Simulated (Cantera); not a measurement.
A closed system holds: 1 mol HMDSO, 0.45 mol O3, held at 1050 °C.

Equilibrium computed with Cantera from the NASA thermochemical tables; the gas is ideal and each condensed phase is pure. Candidate condensed phases: C, C6H6, C7H8, C8H18, H2O, Si, SiC, SiO2; 123 gas species. The feed counts by its element totals alone. Mutual solubility and eutectic melting of coexisting phases are not modelled. The tables hold silica as quartz up to 1696 K and as liquid above; real silica turns to tridymite and cristobalite and melts near 1996 K. The numbers say what is thermodynamically allowed, not how fast it happens.

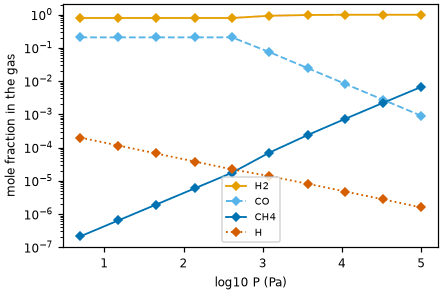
Equilibrium gas composition (values under 1e-9 drawn at 1e-9)

From 5.00 Pa to 410 Pa the condensed part is C(graphite) + SiC(s). From 1200 Pa to 100000 Pa the condensed part is C(graphite) + SiC(s) + SiO2(β-quartz). The main Si-bearing gas is SiO throughout.
